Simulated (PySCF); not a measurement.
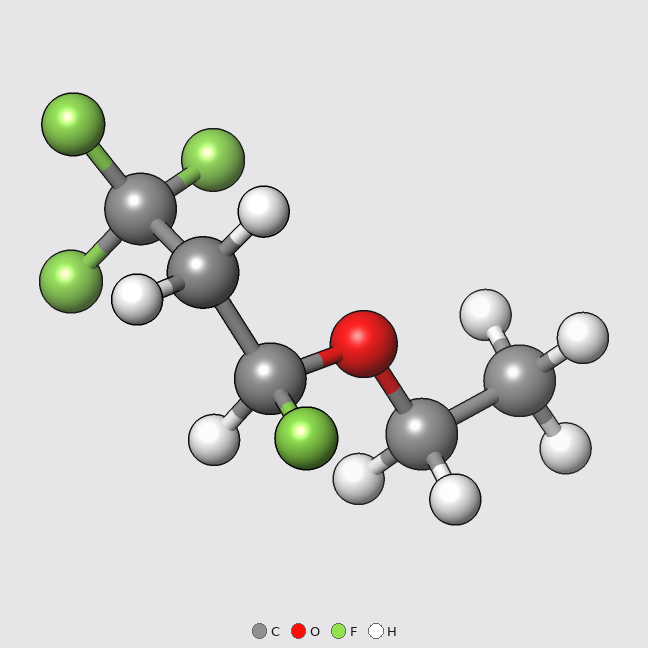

A ball-and-stick model of a molecule.

Description:

It has 18 atoms: 5 carbon, 8 hydrogen, 4 fluorine and 1 oxygen (C₅H₈F₄O). As SMILES it reads `CCO[C@@H](F)CC(F)(F)F`. It has no ring. Among its groups: ether, C–F bond. This geometry has C1 symmetry. Coordination: 5 C tetrahedral; 1 O bent.

More results for the same structure follow; atom numbers are the same in all pictures, views and colours differ. The computed structure is the end point of a PBE0-D3(BJ)/def2-SVP optimisation. No frequency run is at hand to confirm it as a minimum.

### Shape

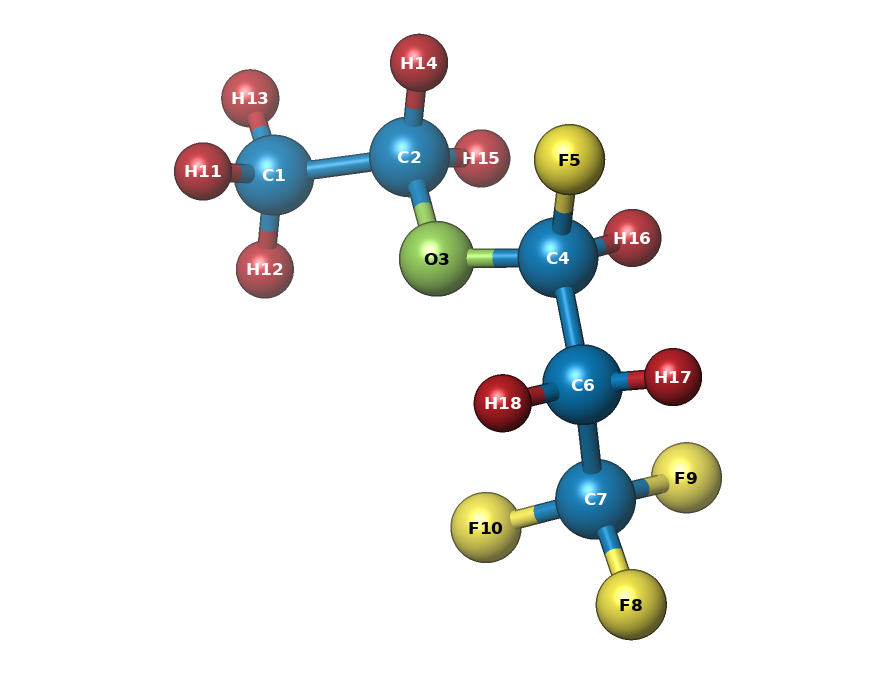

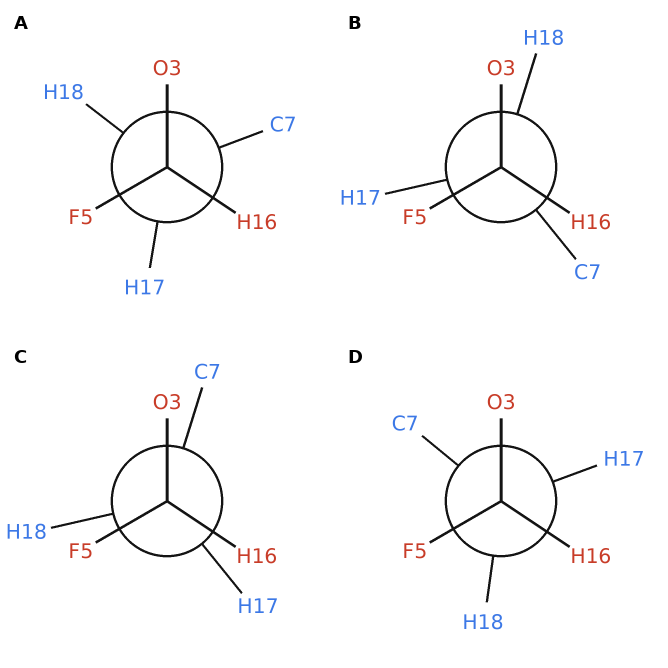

Depth is shown by fading: the farther an atom, the more it takes the colour of the background. Bonds that would overlap in a projection are set slightly apart. No frequency run is at hand to confirm it as a minimum.

**Which Newman projection shows the view along C4–C6, with C4 in front?**

A. The torsion angle F5–C4–C6–C7 is −170°, antiperiplanar (anti).

### NMR shielding

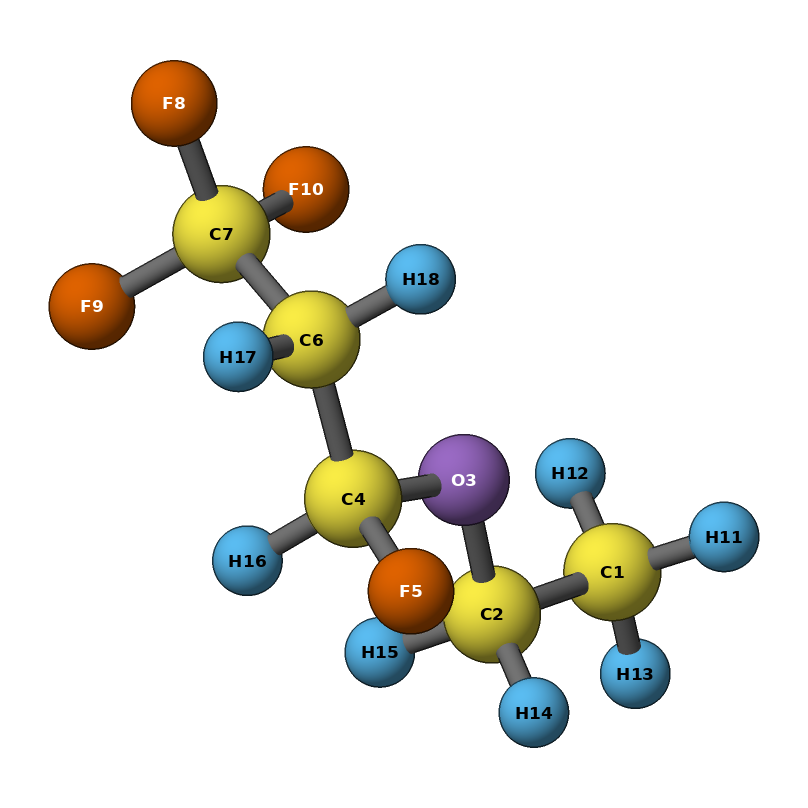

No frequency run is at hand to confirm it as a minimum. Properties computed with GIAO PBE0/pcSseg-1 NMR shielding, non-relativistic, gas phase (PySCF 2.14.0). Principal shieldings σ11 ≤ σ22 ≤ σ33, span Ω = σ33 − σ11, skew κ = 3(σiso − σ22)/Ω.

**Which C atom has the most anisotropic shielding?**

C2, with a span of 85 ppm.

Give the shielding tensors of the C atoms.

```
atom    σ11    σ22    σ33   σiso     Ω      κ
  C1  153.5  166.7  183.5  167.9  30.0   0.12
  C2   81.2  106.6  166.1  118.0  85.0   0.40
  C4   52.0   76.5  100.1   76.2  48.1  −0.02
  C6  123.8  141.1  163.4  142.8  39.6   0.13
  C7   53.9   54.9   56.4   55.1   2.6   0.18
```

Shieldings and span in ppm.

### Dipole moment

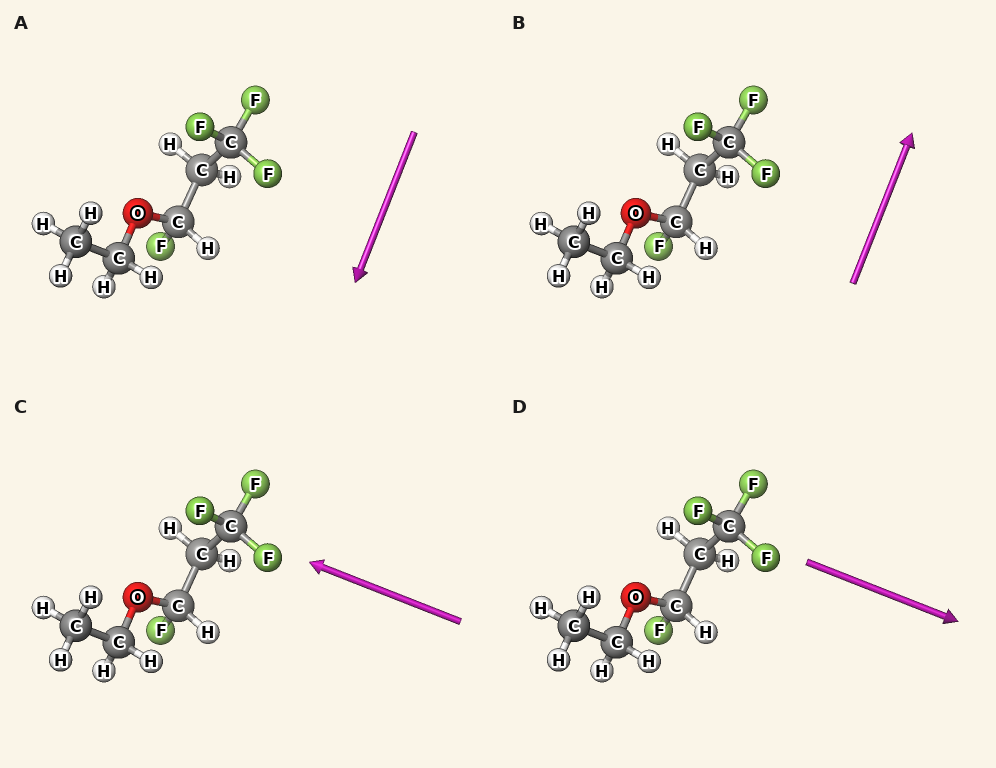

The same molecule four times, each with an arrow. No frequency run is at hand to confirm it as a minimum. Level of theory: PBE0/pcSseg-1 in benzene (IEF-PCM) (PySCF 2.14.0).

**Which arrow points along the dipole moment, from the negative to the positive end?**

A. The dipole moment is 1.76 D.

### Bond orders

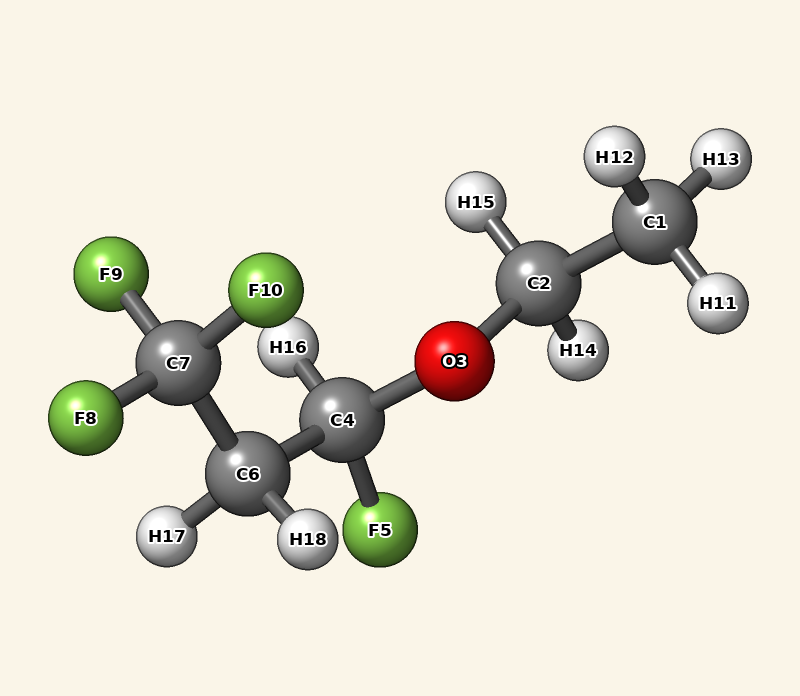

The thickness of each stick grows with its Mayer bond order. No frequency run is at hand to confirm it as a minimum. Method: PBE0/pcSseg-1 in benzene (IEF-PCM) (PySCF 2.14.0).

List the Mayer bond orders of C1–C2, C2–O3, O3–C4, C4–F5, C4–C6, C6–C7, C7–F8, C7–F9, C7–F10 (bonds between heavy atoms, one of each equivalent set).

| bond | Mayer order | length (Å) |
| --- | --- | --- |
| C1–C2 | 1.08 | 1.507 |
| C2–O3 | 0.87 | 1.416 |
| O3–C4 | 1.03 | 1.360 |
| C4–F5 | 0.88 | 1.380 |
| C4–C6 | 1.00 | 1.512 |
| C6–C7 | 1.02 | 1.507 |
| C7–F8 | 1.00 | 1.336 |
| C7–F9 | 0.99 | 1.343 |
| C7–F10 | 1.03 | 1.330 |
